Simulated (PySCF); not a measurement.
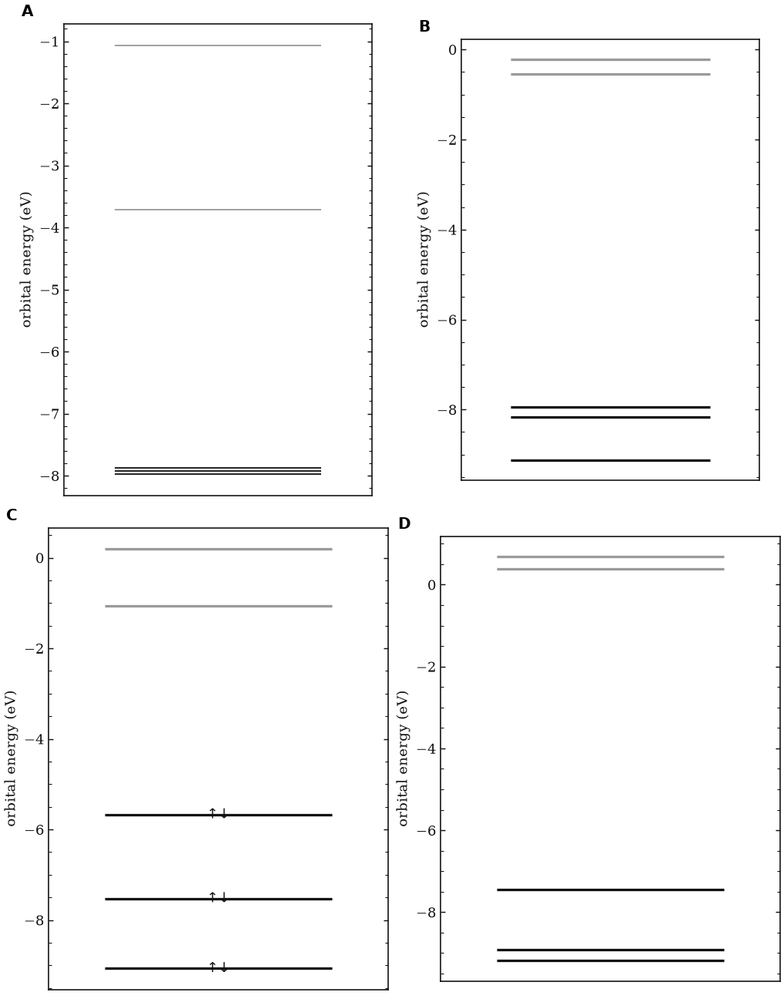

Kohn-Sham orbital energies near the frontier, B3LYP/def2-SVPD with PySCF 2.14.0, at a GFN2-xTB geometry (no frequency check), isolated molecule; empty levels in grey, levels within 0.03 eV side by side.

Question: Which panel belongs to which molecule?
1. C₅H₁₀F₂O, SMILES COCC[C@H](F)CF
2. C₅H₉NSi, SMILES C=C1CN([SiH3])C1=C
3. C₂H₄BBr₃Si, SMILES C=C(Br)B[SiH](Br)Br
4. CH₁₀OSi₃, SMILES O[Si@H]([SiH3])C[SiH3]

Answer: A: 3 (HOMO −7.88 eV, LUMO −3.72 eV)
B: 4 (HOMO −7.94 eV, LUMO −0.54 eV)
C: 2 (HOMO −5.67 eV, LUMO −1.06 eV)
D: 1 (HOMO −7.44 eV, LUMO 0.38 eV)

Limits of at least one run: empty levels above zero depend strongly on the basis; one conformer of a flexible molecule; spin-orbit coupling is left out, and with Br it can shift these levels and split any degenerate set; the tight-binding geometry is rougher than a DFT one and adds to the error.
